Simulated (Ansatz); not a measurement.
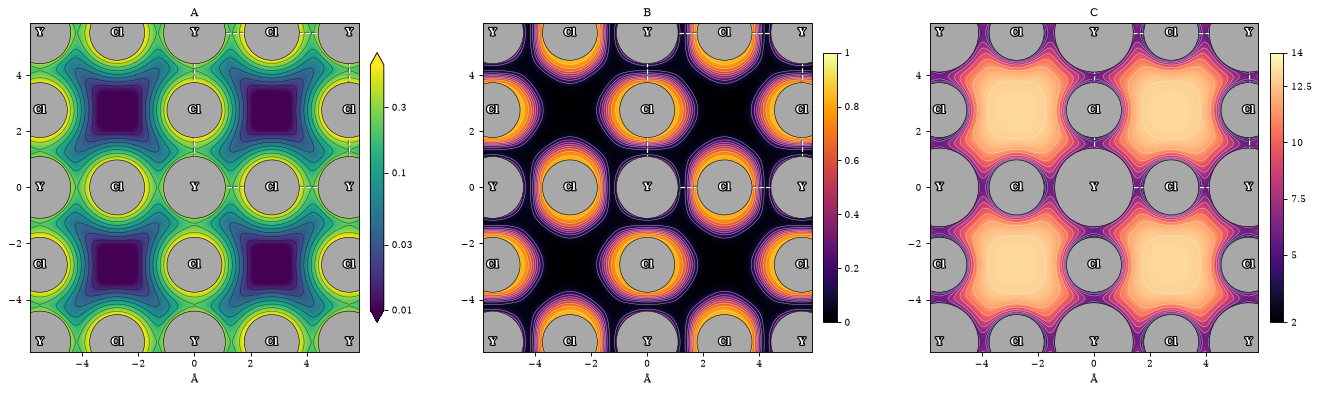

Y₃Cl₄: 3 fields on the (100) plane of the conventional cell, with unlabelled colour scales. Grey discs cover the atomic cores.

Space group Pm-3m; a structure generated by program, which may or may not match a known phase; computed without spin polarisation.

All numbers below come from Ansatz, DFT PBE, scalar-relativistic, plane waves, PAW.

Q: Match the panels to the quantities (electron localisation function, electrostatic potential energy of an electron and valence pseudo-density).

A: Panel A: valence pseudo-density. Panel B: electron localisation function. Panel C: electrostatic potential energy of an electron (low next to the atoms, rising into the space between them). From the grid: Y–Cl (2.76 Å): ρ at the midpoint is about 0.22 e/Å³; the ELF peaks at about 0.85 in the valence shell of Cl, 0.7 Å from its nucleus, and drops to about 0.05 between the two atoms (no localised pair shows between them).
